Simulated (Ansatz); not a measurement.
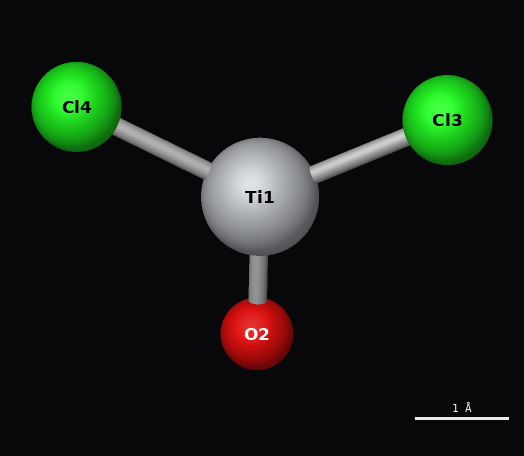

Numbered structure. Charge 0, singlet. The geometry was computed by an optimisation with PBE0-D4/def2-TZVP.

List the bonds and their lengths.

```
   bond  length (Å)
 Ti1–O2       1.581
Ti1–Cl3       2.219
Ti1–Cl4       2.219
```
